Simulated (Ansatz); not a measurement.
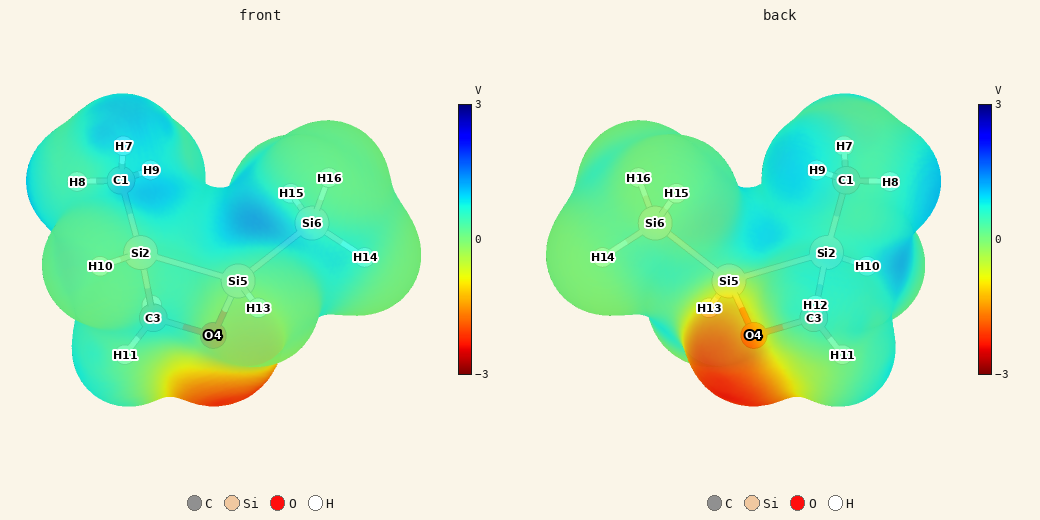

*C2H10OSi3. The molecular electrostatic potential painted on the density surface at 0.002 e/bohr³, seen from the front and from behind; red is negative and blue positive.*

Method: Ansatz 0.2.0, RKS r2SCAN-D4/6-31G.

```xyz
16

C    -1.9679   -1.1091    0.6731
Si   -0.1122   -0.9241    1.0963
C     1.1791   -1.6485   -0.2030
O     1.9983   -0.4396   -0.5248
Si    1.1568    0.9201    0.2958
Si    0.1655    2.4412   -1.2191
H    -2.5801   -0.5062    1.3538
H    -2.2819   -2.1557    0.7685
H    -2.1637   -0.7789   -0.3528
H     0.1488   -1.3678    2.5156
H     1.8467   -2.4262    0.1843
H     0.7020   -2.0196   -1.1201
H     2.1072    1.6487    1.2177
H     1.1794    3.0957   -2.1162
H    -0.8457    1.7296   -2.0770
H    -0.5549    3.5175   -0.4480
```

**Where is the surface potential most negative and most positive?**

The most negative region (about −2.3 V) lies over O4, the most positive (about +1.2 V) over Si2 and Si5. O4 is the likeliest acceptor of a hydrogen bond.
